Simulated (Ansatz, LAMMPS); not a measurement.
# Structural relaxation of a frame of liquid mixture of 1,4-dioxane and H2O from 300 K (141 atoms), part 2 of 3

How does a frame of liquid mixture of 1,4-dioxane and H2O from 300 K (141 atoms) relax, and what do bonds, charges and levels look like afterwards?

Ansatz 0.2.0; Kohn-Sham DFT, PBE+D4, PAW (set soft_2), plane waves.

The cell: 24 C, 31 O and 86 H. The network of contacts between molecules at the start is that of the classical potential that made the cell. The density was typed from a rule of thumb and may lie off the real one at this temperature. Sampling is at Γ alone, for a cell whose shortest periodic width is 11 Å.

So far. Step 3 (Single point at the start): The r.m.s. force component of 0.71 eV/Å and the pressure of -0.070 GPa set the starting point.

### 4. Relaxation

The atoms are relaxed in the fixed cell, aiming at the force tolerance of the input.

input.yaml

```yaml
crystal:
  lattice:
    - [11.24156, 0.0, 0.0]
    - [0.0, 11.24156, 0.0]
    - [0.0, 0.0, 11.24156]
  atoms:
    [... the 141 atom lines of step 3 ...]
kpoints:
  mp_grid: { grid: [1, 1, 1] }
hamiltonian:
  xc: pbe
  dispersion: d4
scf:
  occupations: { method: fixed }
output:
  forces: true
relax:
  f_tol: 0.05
  max_steps: 200
```

The run is started by

```
ansatz run input.yaml --threads 4 --pin off --max-ram 8192MiB --backend cpu --events-out ev --progress --plain --runs-dir out
```

Numbers of over 12 decimals in the logs are rounded to 6 here.

Output:

```text
[...]
Crystal: 141 atoms, lattice volume = 1420.626 Å³
Basis set: ecut = 420 eV, 27633 PW (Γ), exchange–correlation on 160×160×160 points (8 copies of the dense FFT grid, shifted against one another)
Bands: 325, of which v1, the nominal top of the filled ones, is band 184 counted from 1 (183 counted from 0)
Symmetry: 1 space group operations
[...]
k-points: 1
[...]
SCF iter   1: F=—  HF=-24983.375505 eV  |F-HF|=—  |Δ(HF+E_count)|=         —  Δρ=5.44e-3  dr2=4.90e-1  ethr=1.77e-3  ⟨swp⟩=5.0  Hψ=1024  notcnv=0  defer=137
[...]
SCF iter   3: F=—  HF=-24983.255960 eV  |F-HF|=—  |Δ(HF+E_count)|=   1.05e-2  Δρ=1.19e-3  dr2=2.69e-2  ethr=2.74e-5  ⟨swp⟩=3.0  Hψ=377  notcnv=0  defer=52
automatic band count: iteration 3 solves 238 bands in place of 325: the levels show a gap, and the empty bands left out lie too high to hold charge; the band table lists the bands solved (type scf.n_extra_bands for more)
SCF iter   4: F=—  HF=-24983.252664 eV  |F-HF|=—  |Δ(HF+E_count)|=   3.30e-3  Δρ=3.53e-4  dr2=2.16e-3  ethr=7.31e-6  ⟨swp⟩=3.0  Hψ=414  notcnv=0  defer=52
[...]
SCF iter   7: F=-24983.252788 eV  HF=-24983.252788 eV  |F-HF|=8.16e-8  |Δ(HF+E_count)|=   1.35e-5  Δρ=1.70e-5  dr2=3.37e-6  ethr=1.70e-8  ⟨swp⟩=4.0  Hψ=719  notcnv=0
SCF 1 converged in 7 iterations: F = -24983.252788 eV  dr2 = 3.37e-6
[...]
relax step   1: F+E_penalty+E_count = -24983.25278776 eV  Δ(F+E_penalty+E_count) = +0.000e0 eV  max|allowed force component| = 4.670e0 eV/Å  Δτ_max = 0.0000 Å  (7 SCF iters, dr2 threshold 6.25e-5 eV, accepted)
[... from here on, the SCF cycles and remarks between the steps are left out ...]
relax step   2: F+E_penalty+E_count = -24987.24691529 eV  Δ(F+E_penalty+E_count) = -3.994e0 eV  max|allowed force component| = 1.711e0 eV/Å  Δτ_max = 0.1947 Å  (7 SCF iters, dr2 threshold 1.00e-4 eV, accepted)
relax step   3: F+E_penalty+E_count = -24988.21296914 eV  Δ(F+E_penalty+E_count) = -9.661e-1 eV  max|allowed force component| = 2.201e0 eV/Å  Δτ_max = 0.1938 Å  (6 SCF iters, dr2 threshold 1.00e-4 eV, accepted)
relax step   4: F+E_penalty+E_count = -24988.73119335 eV  Δ(F+E_penalty+E_count) = -5.182e-1 eV  max|allowed force component| = 8.504e-1 eV/Å  Δτ_max = 0.2000 Å  (7 SCF iters, dr2 threshold 1.00e-4 eV, accepted)
relax step   5: F+E_penalty+E_count = -24988.94795566 eV  Δ(F+E_penalty+E_count) = -2.168e-1 eV  max|allowed force component| = 2.981e-1 eV/Å  Δτ_max = 0.2000 Å  (6 SCF iters, dr2 threshold 1.00e-4 eV, accepted)
relax step   6: F+E_penalty+E_count = -24989.05455304 eV  Δ(F+E_penalty+E_count) = -1.066e-1 eV  max|allowed force component| = 1.975e-1 eV/Å  Δτ_max = 0.1939 Å  (7 SCF iters, dr2 threshold 1.09e-5 eV, accepted)
relax step   7: F+E_penalty+E_count = -24989.09708720 eV  Δ(F+E_penalty+E_count) = -4.253e-2 eV  max|allowed force component| = 4.455e-1 eV/Å  Δτ_max = 0.1943 Å  (8 SCF iters, dr2 threshold 4.79e-6 eV, accepted)
relax step   8: F+E_penalty+E_count = -24989.14286527 eV  Δ(F+E_penalty+E_count) = -4.578e-2 eV  max|allowed force component| = 5.336e-1 eV/Å  Δτ_max = 0.1949 Å  (6 SCF iters, dr2 threshold 8.71e-5 eV, accepted)
relax step   9: F+E_penalty+E_count = -24989.17399288 eV  Δ(F+E_penalty+E_count) = -3.113e-2 eV  max|allowed force component| = 6.045e-1 eV/Å  Δτ_max = 0.1392 Å  (6 SCF iters, dr2 threshold 1.00e-4 eV, accepted)
relax step  10: F+E_penalty+E_count = -24989.20510811 eV  Δ(F+E_penalty+E_count) = -3.112e-2 eV  max|allowed force component| = 5.367e-1 eV/Å  Δτ_max = 0.1077 Å  (6 SCF iters, dr2 threshold 1.00e-4 eV, accepted)
relax step  11: F+E_penalty+E_count = -24989.22616603 eV  Δ(F+E_penalty+E_count) = -2.106e-2 eV  max|allowed force component| = 4.239e-1 eV/Å  Δτ_max = 0.1894 Å  (6 SCF iters, dr2 threshold 1.00e-4 eV, accepted)
relax step  12: F+E_penalty+E_count = -24989.24873829 eV  Δ(F+E_penalty+E_count) = -2.257e-2 eV  max|allowed force component| = 2.531e-1 eV/Å  Δτ_max = 0.0675 Å  (5 SCF iters, dr2 threshold 1.00e-4 eV, accepted)
relax step  13: F+E_penalty+E_count = -24989.27670652 eV  Δ(F+E_penalty+E_count) = -2.797e-2 eV  max|allowed force component| = 3.955e-2 eV/Å  Δτ_max = 0.1223 Å  (6 SCF iters, dr2 threshold 2.28e-5 eV, accepted)
relax step  14: F+E_penalty+E_count = -24989.27671194 eV  Δ(F+E_penalty+E_count) = -5.419e-6 eV  max|allowed force component| = 3.947e-2 eV/Å  Δτ_max = 0.0000 Å  (4 SCF iters, accepted)
relax step  15: F+E_penalty+E_count = -24989.28864252 eV  Δ(F+E_penalty+E_count) = -1.193e-2 eV  max|allowed force component| = 9.493e-2 eV/Å  Δτ_max = 0.1297 Å  (9 SCF iters, accepted)
relax step  16: F+E_penalty+E_count = -24989.29492015 eV  Δ(F+E_penalty+E_count) = -6.278e-3 eV  max|allowed force component| = 9.768e-2 eV/Å  Δτ_max = 0.0944 Å  (7 SCF iters, dr2 threshold 8.97e-6 eV, accepted)
relax step  17: F+E_penalty+E_count = -24989.29950974 eV  Δ(F+E_penalty+E_count) = -4.590e-3 eV  max|allowed force component| = 3.078e-1 eV/Å  Δτ_max = 0.1321 Å  (6 SCF iters, dr2 threshold 9.54e-6 eV, accepted)
relax step  18: F+E_penalty+E_count = -24989.30586656 eV  Δ(F+E_penalty+E_count) = -6.357e-3 eV  max|allowed force component| = 3.904e-1 eV/Å  Δτ_max = 0.0573 Å  (5 SCF iters, dr2 threshold 9.47e-5 eV, accepted)
relax step  19: F+E_penalty+E_count = -24989.31861539 eV  Δ(F+E_penalty+E_count) = -1.275e-2 eV  max|allowed force component| = 4.814e-2 eV/Å  Δτ_max = 0.0703 Å  (5 SCF iters, dr2 threshold 1.00e-4 eV, accepted)
relax step  20: F+E_penalty+E_count = -24989.31862162 eV  Δ(F+E_penalty+E_count) = -6.234e-6 eV  max|allowed force component| = 4.828e-2 eV/Å  Δτ_max = 0.0000 Å  (5 SCF iters, accepted)
relax step  21: F+E_penalty+E_count = -24989.32382972 eV  Δ(F+E_penalty+E_count) = -5.208e-3 eV  max|allowed force component| = 4.848e-2 eV/Å  Δτ_max = 0.0682 Å  (8 SCF iters, accepted)
relax step  22: F+E_penalty+E_count = -24989.32649608 eV  Δ(F+E_penalty+E_count) = -2.666e-3 eV  max|allowed force component| = 1.865e-1 eV/Å  Δτ_max = 0.1911 Å  (9 SCF iters, accepted)
relax step  23: F+E_penalty+E_count = -24989.33274885 eV  Δ(F+E_penalty+E_count) = -6.253e-3 eV  max|allowed force component| = 1.011e-1 eV/Å  Δτ_max = 0.0339 Å  (5 SCF iters, dr2 threshold 3.48e-5 eV, accepted)
relax step  24: F+E_penalty+E_count = -24989.33819120 eV  Δ(F+E_penalty+E_count) = -5.442e-3 eV  max|allowed force component| = 4.187e-2 eV/Å  Δτ_max = 0.0620 Å  (6 SCF iters, dr2 threshold 3.00e-6 eV, accepted)
relax step  25: F+E_penalty+E_count = -24989.33819192 eV  Δ(F+E_penalty+E_count) = -7.159e-7 eV  max|allowed force component| = 4.223e-2 eV/Å  Δτ_max = 0.0000 Å  (4 SCF iters, accepted)
SCF converged after 4 iterations
Free energy (F): -24989.338192 eV
[...]
Internal energy: -24989.338192 eV  (E = F + TS)
E sigma→0 (E₀):  -24989.338192 eV
Fermi energy:    -1.424180 eV
[...]
--- Forces (eV/Å), atoms counted from 1 ---
  atom   1  C     -0.00868177     0.01023087     0.00867420
  atom   2  C      0.00569610    -0.00191947    -0.01032173
  atom   3  O      0.00192023     0.01034078    -0.00542567
  atom   4  C     -0.00631132    -0.00020547    -0.00481410
  atom   5  C      0.01142692     0.00541488     0.00208358
  atom   6  O     -0.00697614    -0.00253181    -0.00526820
  atom   7  H     -0.00062154     0.00212048     0.00052838
  atom   8  H      0.00073038    -0.00256210     0.00174663
  atom   9  H     -0.00333843    -0.00235132    -0.00079727
  atom  10  H     -0.00260851    -0.00248667     0.00031010
  atom  11  H      0.00004270    -0.00699238    -0.00153392
  atom  12  H     -0.00407279     0.00089584     0.00201715
  atom  13  H     -0.00268777     0.00272638    -0.00178725
  atom  14  H     -0.00198604    -0.00154607    -0.00010801
[...]
atom 140  H     -0.00605842     0.00073319    -0.00754950
  atom 141  H      0.00043474    -0.00096163    -0.00770964
  max |Σ_I F_I| component: 1.56e-4 eV/Å
--- Relaxed structure (25 steps of the walk, 25 accepted, 0 SCFs on fresh bases) ---
  F+E_penalty+E_count = -24989.33819192 eV   max|allowed force component| = 4.223e-2 eV/Å
  atoms:
    - { symbol: C, position: [0.816282, 0.760601, 0.772051] }
    - { symbol: C, position: [0.865088, 0.652871, 0.708247] }
    - { symbol: O, position: [0.991618, 0.665772, 0.684885] }
    - { symbol: C, position: [0.025795, 0.788587, 0.661764] }
[...]
- { symbol: H, position: [0.400677, 0.506843, 0.907158] }
```

The job ended after 3.2 min (4 threads of AMD EPYC 7R43, shared host; peak memory 1.5 GiB; 12 min of CPU time).

Step by step (22 of 25):

| step | energy less that of the first step (eV) | largest force component (eV/Å) |
| --- | --- | --- |
| 1 | 0.0000 | 4.6701 |
| 2 | -3.9941 | 1.7108 |
| 3 | -4.9602 | 2.2006 |
| 4 | -5.4784 | 0.8504 |
| 6 | -5.8018 | 0.1975 |
| 7 | -5.8443 | 0.4455 |
| 8 | -5.8901 | 0.5336 |
| 9 | -5.9212 | 0.6045 |
| 10 | -5.9523 | 0.5367 |
| 11 | -5.9734 | 0.4239 |
| 12 | -5.9959 | 0.2531 |
| 14 | -6.0239 | 0.0395 |
| 15 | -6.0359 | 0.0949 |
| 16 | -6.0421 | 0.0977 |
| 17 | -6.0467 | 0.3078 |
| 18 | -6.0531 | 0.3904 |
| 19 | -6.0658 | 0.0481 |
| 20 | -6.0658 | 0.0483 |
| 22 | -6.0737 | 0.1865 |
| 23 | -6.0800 | 0.1011 |
| 24 | -6.0854 | 0.0419 |
| 25 | -6.0854 | 0.0422 |

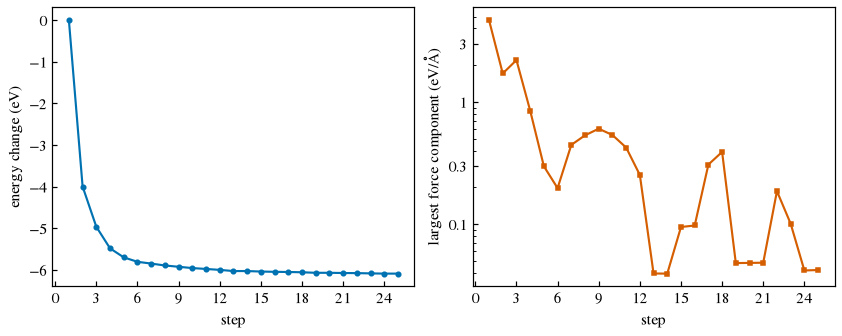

Energy and largest force along the relaxation.

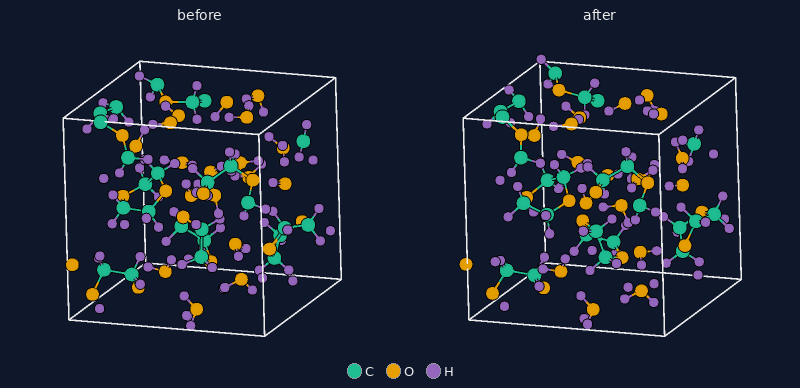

Before and after, at one scale. Bonds to atoms that aren't drawn are left out.

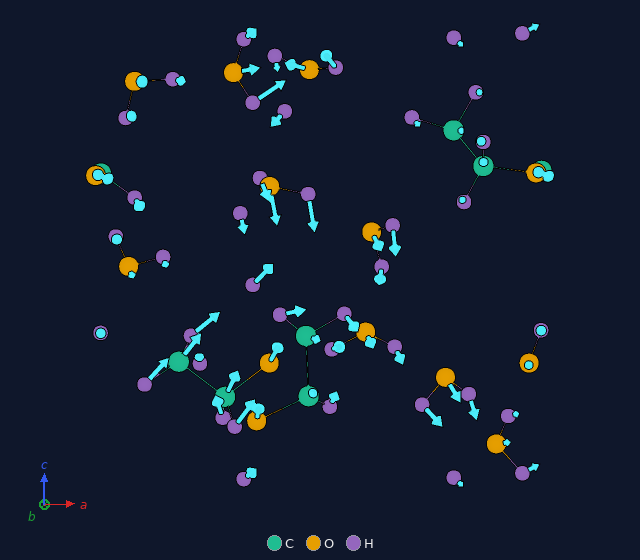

Displacements in the relaxation, scaled; the longest in the cell stands for 1.38 Å. Drawn is a slice 4 Å thick, seen along the normal of the ac plane. Bonds to atoms that aren't drawn are left out.

The atoms that moved most (Å):

| atom | dx | dy | dz | length |
| --- | --- | --- | --- | --- |
| H134 | -0.190 | 1.341 | 0.244 | 1.377 |
| H78 | -0.017 | 1.036 | 0.504 | 1.152 |
| O76 | 0.316 | 1.014 | 0.363 | 1.123 |
| H83 | 0.527 | 0.619 | 0.590 | 1.005 |
| H77 | 0.530 | 0.689 | 0.435 | 0.972 |
| H69 | -0.601 | -0.106 | 0.751 | 0.968 |
| H141 | 0.782 | -0.039 | 0.528 | 0.944 |
| C71 | 0.232 | 0.752 | 0.492 | 0.928 |

The relaxation changed the energy by -43.2 meV/atom, and atoms moved by 0.59 Å r.m.s., 1.4 Å at most.

### 5. Distances and neighbours after relaxation

Bonds before and after, by the cutoffs listed below:

| pair | bonds before | bonds after | mean before (Å) | mean after (Å) | spread before (Å) | spread after (Å) |
| --- | --- | --- | --- | --- | --- | --- |
| H-O | 38 | 38 | 1.000 | 0.989 | 0.000 | 0.007 |
| H-C | 48 | 48 | 1.096 | 1.100 | 0.031 | 0.002 |
| O-C | 24 | 24 | 1.439 | 1.446 | 0.020 | 0.006 |
| C-C | 12 | 12 | 1.515 | 1.513 | 0.020 | 0.003 |

Density 1.02 g/cm³, 10.08 Å³ an atom.

Pair distribution functions g(r), in bins of 0.2 Å:

| r (Å) | total | H-H | H-O | H-C | O-O | O-C | C-C |
| --- | --- | --- | --- | --- | --- | --- | --- |
| 0.90 | 2.15 | 0.00 | 8.05 | 0.00 | 0.00 | 0.00 | 0.00 |
| 1.10 | 2.38 | 0.00 | 0.40 | 10.91 | 0.00 | 0.00 | 0.00 |
| 1.30 | 0.00 | 0.00 | 0.00 | 0.00 | 0.00 | 0.00 | 0.00 |
| 1.50 | 1.39 | 1.17 | 0.00 | 0.00 | 0.00 | 8.85 | 10.15 |
| 1.70 | 0.71 | 1.17 | 1.04 | 0.00 | 0.00 | 0.00 | 0.00 |
| 1.90 | 0.36 | 0.00 | 1.35 | 0.00 | 0.00 | 0.00 | 0.00 |
| 2.10 | 1.25 | 0.07 | 2.37 | 2.81 | 0.00 | 0.00 | 0.00 |
| 2.30 | 0.38 | 0.97 | 0.07 | 0.00 | 0.00 | 0.00 | 0.00 |
| 2.50 | 1.19 | 2.02 | 0.21 | 0.13 | 0.00 | 3.06 | 4.30 |
| 2.70 | 1.07 | 0.90 | 0.98 | 1.22 | 2.81 | 0.00 | 2.78 |
| 2.90 | 0.80 | 0.71 | 0.58 | 0.94 | 3.61 | 0.00 | 0.24 |
| 3.10 | 0.78 | 0.89 | 1.24 | 0.57 | 0.00 | 0.00 | 0.00 |
| 3.30 | 1.14 | 1.00 | 1.80 | 1.25 | 0.00 | 0.34 | 0.00 |
| 3.50 | 0.94 | 1.02 | 0.90 | 0.78 | 0.00 | 2.10 | 0.00 |
| 3.70 | 1.07 | 1.25 | 0.88 | 1.26 | 0.17 | 1.39 | 0.00 |
| 3.90 | 1.01 | 1.19 | 0.73 | 1.27 | 0.23 | 1.14 | 0.52 |
| 4.10 | 0.99 | 1.02 | 0.96 | 1.02 | 1.33 | 0.76 | 0.82 |
| 4.30 | 0.93 | 0.88 | 0.89 | 0.99 | 1.41 | 0.86 | 0.85 |
| 4.50 | 0.95 | 0.90 | 1.14 | 0.75 | 1.23 | 1.01 | 0.86 |
| 4.70 | 0.98 | 0.97 | 0.94 | 1.00 | 1.71 | 0.75 | 0.88 |
| 4.90 | 0.97 | 1.02 | 0.69 | 1.00 | 1.28 | 1.33 | 1.22 |
| 5.10 | 1.00 | 0.96 | 1.01 | 1.04 | 1.08 | 1.05 | 0.90 |
| 5.30 | 1.05 | 0.96 | 1.17 | 0.91 | 1.54 | 1.19 | 0.91 |
| 5.50 | 1.02 | 0.97 | 1.17 | 0.93 | 0.82 | 1.11 | 1.04 |

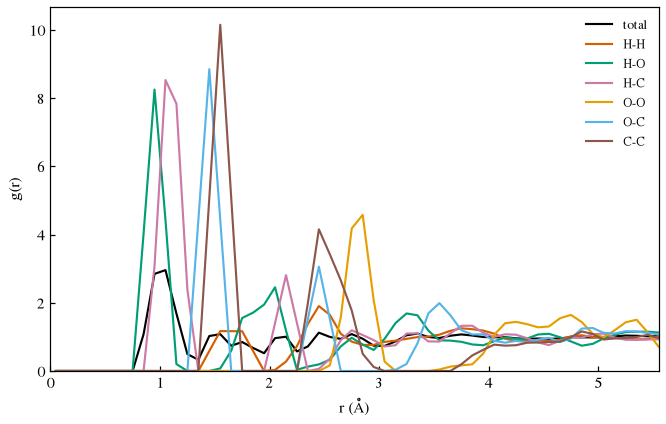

Pair distribution functions, lightly smoothed.

Bonds by pair of elements; cutoffs follow the first minimum of g(r), held within bounds set by covalent radii, and pairs that aren't listed don't count as bonded:

| pair A-B | cutoff (Å) | bonds | mean length (Å) | spread (Å) | shortest (Å) | B about A | A about B |
| --- | --- | --- | --- | --- | --- | --- | --- |
| H-O | 1.21 | 38 | 0.989 | 0.007 | 0.969 | 0.442 | 1.23 |
| H-C | 1.34 | 48 | 1.1 | 0.002 | 1.09 | 0.558 | 2 |
| O-C | 1.73 | 24 | 1.45 | 0.006 | 1.43 | 0.774 | 1 |
| C-C | 1.85 | 12 | 1.51 | 0.003 | 1.51 | 1 | 1 |

How many atoms have how many bonded neighbours:

| element | mean | 1 | 2 | 4 |
| --- | --- | --- | --- | --- |
| C | 4 | 0 | 0 | 24 |
| H | 1 | 86 | 0 | 0 |
| O | 2 | 0 | 31 | 0 |

Bond angles, per cent of each kind in bins of 5°:

| angle (°) | C-C-H | H-C-O | H-C-H | C-C-O | H-O-H |
| --- | --- | --- | --- | --- | --- |
| 100–105 | 0.0 | 0.0 | 0.0 | 0.0 | 42.1 |
| 105–110 | 35.4 | 91.7 | 100.0 | 0.0 | 57.9 |
| 110–115 | 64.6 | 8.3 | 0.0 | 100.0 | 0.0 |

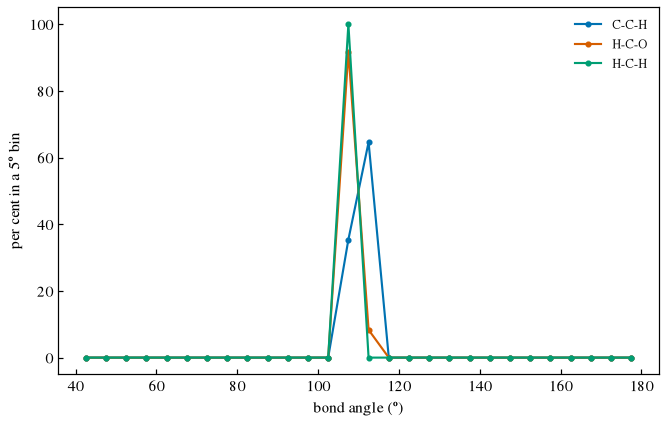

Distributions of the most common bond angles.

Bond angles (no mean is given where the spread exceeds 20°):

| angle | count | mean (°) | spread (°) |
| --- | --- | --- | --- |
| C-C-H | 48 | 110 | 0.7 |
| H-C-O | 48 | 108 | 1.3 |
| H-C-H | 24 | 108 | 0.5 |
| C-C-O | 24 | 111 | 0.5 |
| H-O-H | 19 | 105 | 1.4 |

Hydrogen bonds between water molecules (O–O under 3.5 Å, H–O···O angle under 30°):

| hydrogen bonds to other water | molecules |
| --- | --- |
| 0 | 0 |
| 1 | 1 |
| 2 | 9 |
| 3 | 7 |
| 4 | 2 |

Rings of the network by King's shortest-path rule, up to 12 atoms, one path for each pair of neighbours; H, halogens, alkali and alkaline-earth atoms are left out, and the last column divides by all other atoms, bonded or not:

| ring size (atoms) | rings | per network atom |
| --- | --- | --- |
| 6 | 6 | 0.109 |

Counting bonds as in the table, all C atoms have 4, all H atoms have 1 and all O atoms have 2 bonded neighbours. The C-C-H angle averages 110° with a spread of 0.7°. The 19 water molecules hold 2.53 hydrogen bonds each to other water on average, with a mean O–O distance of 2.79 Å. All rings counted have 6 atoms.

(Part 2 of 3 ends here.)

[Logs are printed without paths, hosts, clocks, repeated set-up lines and the standing remarks that a program may print on its own settings, such as how far it seeks lower states.]

[Hosts, paths, dates, database ids (printed as entryN), source tags and the programs' standing remarks are cut or masked in the printed files.]
